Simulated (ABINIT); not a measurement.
# LiHF2 (R-3m): G0W0 with ABINIT, start to end

Aim: the G0W0 gap of LiHF2 (R-3m) on LDA, step by step.

Program: ABINIT 10.8.3. Level of theory: LDA and many-body steps on it, plane waves. Results are calculated unless marked as measured.

## (1) Starting point

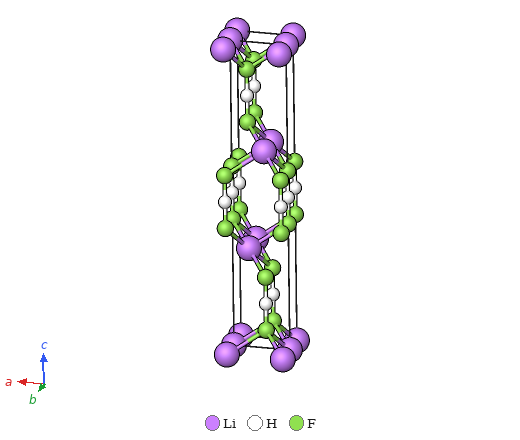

Start, viewed from a free direction; lithium purple, hydrogen white, fluorine green. 1×2×1 cells are drawn. This picture shows the conventional cell, with its axes. Bonds to atoms that aren't drawn are left out. Some periodic images of atoms are drawn too.

The cell and positions are those that the Materials Project relaxed with its own functionals (PBE, PBE+U or r2SCAN), kept fixed.

## (2) Ground state

This step: ABINIT 10.8.3; DFT, LDA, plane waves, norm-conserving pseudopotentials.

The ground-state density comes first.

run.abi reads:

```
acell 3*1.0 Angstrom
rprim 
  1.466983587415 0.846963369091 4.366688724100
  -1.466983587415 0.846963369091 4.366688724100
  -0.000000000000 -1.693926738182 4.366688724100
ntypat 3
znucl 3 1 9
natom 4
typat 1 2 3 3
xred 
  0.000000000000 0.000000000000 0.000000000000
  0.500000000000 0.500000000000 0.500000000000
  0.413301880000 0.413301880000 0.413301880000
  0.586698120000 0.586698120000 0.586698120000
pp_dirpath "pseudos"
pseudos "Li.upf, H.upf, F.upf"
ecut 36
ngkpt 8 8 8
nshiftk 1
shiftk 0 0 0
kptopt 1
chksymbreak 0
nband 15
occopt 1
tolvrs 1e-10
nstep 60
prtwf 0
optforces 0
optstress 0
indata_prefix "in"
outdata_prefix "out"
tmpdata_prefix "tmp"
```

Started as:

```console
> OMP_NUM_THREADS=1 mpirun -n 4 abinit run.abi > log
```

Numbers of over 12 decimals in the logs are rounded to 6 here.

Log:

```text
.Version 10.8.3 of ABINIT. v10.8.2 released Aug 2026.

 Symmetries : space group R-3 m (#166); Bravais hR (rhombohedral)
================================================================================
 Values of the parameters that define the memory need of the present run
     intxc =       0    ionmov =       0      iscf =       7    lmnmax =       5
     lnmax =       5     mgfft =      48  mpssoang =       3    mqgrid =    3001
     natom =       4  nloc_mem =       1    nspden =       1   nspinor =       1
    nsppol =       1      nsym =      12    n1xccc =    2501    ntypat =       3
    occopt =       1   xclevel =       1
-    mband =          15        mffmem =           1         mkmem =          17
       mpw =        2295          nfft =      110592          nkpt =          65
================================================================================
  Rough estimation (10% accuracy) of disk space for files :
================================================================================

--------------------------------------------------------------------------------
------------- Echo of variables that govern the present computation ------------
--------------------------------------------------------------------------------
 -outvars: echo values of preprocessed input variables --------
            acell      1.8897261259E+00  1.8897261259E+00  1.8897261259E+00 Bohr

      chksymbreak           0
             ecut      3.60000000E+01 Hartree
-          fftalg         312

              ixc       -1012
              kpt      0.00000000E+00  0.00000000E+00  0.00000000E+00
                       1.25000000E-01  0.00000000E+00  0.00000000E+00
                       2.50000000E-01  0.00000000E+00  0.00000000E+00
                       3.75000000E-01  0.00000000E+00  0.00000000E+00
                       5.00000000E-01  0.00000000E+00  0.00000000E+00
                       1.25000000E-01  1.25000000E-01  0.00000000E+00
                       2.50000000E-01  1.25000000E-01  0.00000000E+00
                       3.75000000E-01  1.25000000E-01  0.00000000E+00
                       5.00000000E-01  1.25000000E-01  0.00000000E+00
   [... 39 further rows ...]
                       5.00000000E-01  2.50000000E-01  2.50000000E-01
                      -3.75000000E-01  2.50000000E-01  2.50000000E-01
                       outvar_i_n : Printing only first  50 k-points.
         kptrlatt        8    0    0      0    8    0      0    0    8
          kptrlen      4.43551554E+01
P           mkmem          17
            natom           4
            nband          15
            ngfft          48      48      48
             nkpt          65
            nstep          60
             nsym          12
           ntypat           3
              occ      2.000000  2.000000  2.000000  2.000000  2.000000  2.000000
                       2.000000  2.000000  2.000000  0.000000  0.000000  0.000000
[...]
optforces           0
        optstress           0
            prtwf           0
            rprim      1.4669835874E+00  8.4696336909E-01  4.3666887241E+00
[...]
spgroup         166

           tolvrs      1.00000000E-10

             xred      0.0000000000E+00  0.0000000000E+00  0.0000000000E+00
[...]
znucl        3.00000    1.00000    9.00000

================================================================================

 chkinp: Checking input parameters for consistency.

================================================================================
== DATASET  1 ==================================================================
-   mpi_nproc: 4, omp_nthreads: 1 (-1 if OMP is not activated)

--- !DatasetInfo
iteration_state: {dtset: 1, }
dimensions: {natom: 4, nkpt: 65, mband: 15, nsppol: 1, nspinor: 1, nspden: 1, mpw: 2295, }
cutoff_energies: {ecut:  36.0, pawecutdg:  -1.0, }
electrons: {nelect:   1.80000000E+01, charge:   0.00000000E+00, occopt:   1.00000000E+00, tsmear:   1.00000000E-02, }

 Real(R)+Recip(G) space primitive vectors, cartesian coordinates (Bohr,Bohr^-1):
 R(1)=  2.7721972  1.6005288  8.2518458  G(1)=  0.1803623  0.1041323  0.0403950
 R(2)= -2.7721972  1.6005288  8.2518458  G(2)= -0.1803623  0.1041323  0.0403950
 R(3)=  0.0000000 -3.2010576  8.2518458  G(3)=  0.0000000 -0.2082645  0.0403950
 Unit cell volume ucvol=  2.1967972E+02 bohr^3
 Angles (23,13,12)=  3.65053538E+01  3.65053538E+01  3.65053538E+01 degrees

 getcut: wavevector=  0.0000  0.0000  0.0000  ngfft=  48  48  48
         ecut(hartree)=     36.000   => boxcut(ratio)=   2.00844

--- Pseudopotential description ------------------------------------------------
- Li Generated using ONCVPSP code by D. R. Hamann
-  3.00000   3.00000  180309                  znucl, zion, pspdat
12 -1012 1 -1 1944                            pspcod,pspxc,lmax,lloc,mmax
     nproj     2     2     0
  pspatm : epsatm=    2.61415252
         --- l  ekb(1:nproj) -->
[...]
pspatm: atomic psp has been read  and splines computed

- H Generated using ONCVPSP code by D. R. Hamann
-  1.00000   1.00000  180309                  znucl, zion, pspdat
12 -1012 1 -1 1180                            pspcod,pspxc,lmax,lloc,mmax
     nproj     2     1     0
  pspatm : epsatm=    0.35439867
         --- l  ekb(1:nproj) -->
[...]
1   -0.275071
 pspatm: atomic psp has been read  and splines computed

- F Generated using ONCVPSP code by D. R. Hamann
-  9.00000   7.00000  201202                  znucl, zion, pspdat
12 -1012 2 -1 824                             pspcod,pspxc,lmax,lloc,mmax
     nproj     2     2     1
  pspatm : epsatm=    4.94580260
         --- l  ekb(1:nproj) -->
[...]
2   -2.364936
 pspatm: atomic psp has been read  and splines computed

   2.31482815E+02                                ecore*ucvol(ha*bohr**3)
--------------------------------------------------------------------------------

_setup2: Arith. and geom. avg. npw (full set) are    2266.322    2266.297

================================================================================

--- !BeginCycle
iteration_state: {dtset: 1, }
solver: {iscf: 7, nstep: 60, nline: 4, wfoptalg: 0, }
tolerances: {tolvrs: 1.00E-10, }

     iter   Etot(hartree)      deltaE(h)  residm     vres2
 ETOT  1  -56.940477009742    -5.694E+01 6.753E-02 5.208E+02
 ETOT  2  -56.976643871723    -3.617E-02 1.106E-02 2.476E+02
 ETOT  3  -57.023454487339    -4.681E-02 7.004E-03 1.474E+01
 ETOT  4  -57.024521615170    -1.067E-03 1.451E-03 3.646E-01
 ETOT  5  -57.024530199311    -8.584E-06 1.285E-03 5.086E-03
 ETOT  6  -57.024530616472    -4.172E-07 4.249E-04 7.104E-05
 ETOT  7  -57.024530622123    -5.650E-09 2.788E-04 1.675E-06
 ETOT  8  -57.024530622181    -5.787E-11 2.917E-04 8.737E-08
 ETOT  9  -57.024530622187    -6.636E-12 1.363E-04 1.979E-10
 ETOT 10  -57.024530622183     4.320E-12 9.746E-05 5.782E-12

 At SCF step   10       vres2   =  5.78E-12 < tolvrs=  1.00E-10 =>converged.

--- !ResultsGS
iteration_state: {dtset: 1, }
comment   : Summary of ground state results
lattice_vectors:
- [  2.7721972,   1.6005288,   8.2518458, ]
- [ -2.7721972,   1.6005288,   8.2518458, ]
- [ -0.0000000,  -3.2010576,   8.2518458, ]
lattice_lengths: [   8.85097,    8.85097,    8.85097, ]
lattice_angles: [ 36.505,  36.505,  36.505, ] # degrees, (23, 13, 12)
lattice_volume:   2.1967972E+02
convergence: {deltae:  4.320E-12, res2:  5.782E-12, residm:  9.746E-05, diffor:  0.000E+00, }
etotal    :  -5.70245306E+01
entropy   :   0.00000000E+00
fermie    :  -1.01567084E-01
cartesian_stress_tensor: null
pressure_GPa: null
xred      :
- [  0.0000E+00,   0.0000E+00,   0.0000E+00, Li]
- [  5.0000E-01,   5.0000E-01,   5.0000E-01,  H]
- [  4.1330E-01,   4.1330E-01,   4.1330E-01,  F]
- [  5.8670E-01,   5.8670E-01,   5.8670E-01,  F]
cartesian_forces: null
force_length_stats: {min: null, max: null, mean: null, }

 Integrated electronic density in atomic spheres:
 ------------------------------------------------
 Atom  Sphere_radius  Integrated_density
[...]
4        2.00000          7.13239237
================================================================================

 ----iterations are completed or convergence reached----

 Mean square residual over all n,k,spin=   32.743E-08; max=  97.459E-06
 reduced coordinates (array xred) for    4 atoms
       0.000000000000      0.000000000000      0.000000000000
       0.500000000000      0.500000000000      0.500000000000
       0.413301880000      0.413301880000      0.413301880000
       0.586698120000      0.586698120000      0.586698120000
 rms dE/dt=  0.0000E+00; max dE/dt=  0.0000E+00; dE/dt below (all hartree)
    1       0.000000000000      0.000000000000      0.000000000000
    2       0.000000000000      0.000000000000      0.000000000000
    3       0.000000000000      0.000000000000      0.000000000000
    4       0.000000000000      0.000000000000      0.000000000000

 cartesian coordinates (angstrom) at end:
    1      0.000000     0.000000     0.000000
    2     -0.000000    -0.000000     6.550033
    3     -0.000000     0.000000     5.414282
    4     -0.000000     0.000000     7.685784
 length scales=  1.889726125908  1.889726125908  1.889726125908 bohr
              =  1.000000000000  1.000000000000  1.000000000000 angstroms
 prteigrs : about to open file out_EIG
 Fermi (or HOMO) energy (hartree) =  -0.10157   Average Vxc (hartree)=  -0.36686
 Eigenvalues (hartree) for nkpt=  65  k points:
 kpt#   1, nband= 15, wtk=  0.00195, kpt=  0.0000  0.0000  0.0000 (reduced coord)
  -1.54511   -0.86242   -0.80642   -0.31406   -0.11654   -0.11654   -0.11380   -0.10904
  -0.10904    0.19618    0.36890    0.51640    0.58138    0.63051    0.63051
 prteigrs : prtvol=0 or 1, do not print more k-points.

--- !EnergyTerms
iteration_state     : {dtset: 1, }
comment             : Components of total free energy in Hartree
kinetic             :  3.80916663956128E+01
hartree             :  1.74391764004877E+01
xc                  : -1.28042548776419E+01
Ewald energy        : -3.43368924625238E+01
psp_core            :  1.05372864235170E+00
local_psp           : -5.64306308917523E+01
non_local_psp       : -1.00373238287172E+01
total_energy        : -5.70245306221831E+01
total_energy_eV     : -1.55171652825600E+03
band_energy         : -8.39545649691816E+00

== END DATASET(S) ==============================================================
================================================================================

 -outvars: echo values of variables after computation  --------
           etotal     -5.7024530622E+01
            nband          15
             nkpt          65
          spgroup         166
 [... the other variables as echoed above ...]

 Calculation completed.
```

Elapsed: 25 s, on 4 MPI ranks of Intel Xeon Platinum 8488C (Sapphire Rapids), shared host; peak memory 0.39 GiB.

Numbers from this step:

* total energy: -1551.7165 eV
* gap: 8.102 eV
* k of the valence top: 0.5, 0.5, 0.5
* k of the conduction bottom: 0, 0, 0
* least direct gap: 8.305 eV

The gap is indirect, with the least direct gap 0.20 eV higher.

(Continued in part 2 of 3.)

[Paths, hosts, dates, memory and timing lines, banners, echoed tables and standing remarks are left out of the program output.]

[Logs are printed without paths, hosts, clocks, repeated set-up lines and the standing remarks that a program may print on its own settings, such as how far it seeks lower states.]

[Runs of the session that timed out or met a known fault of the program may be left out.]

[Hosts, paths, dates, database ids (printed as entryN), source tags and the programs' standing remarks are cut or masked in the printed files.]

[G0W0 gaps are taken among the corrected bands and points alone; a level outside them can change the order at an edge.]

[Where Ansatz stands beside ABINIT at settings called matched, ABINIT's density can come from a denser mesh and the files from another edition; pairs whose starting gaps differed by over 0.03 eV were left out, so agreement reads better than it is.]
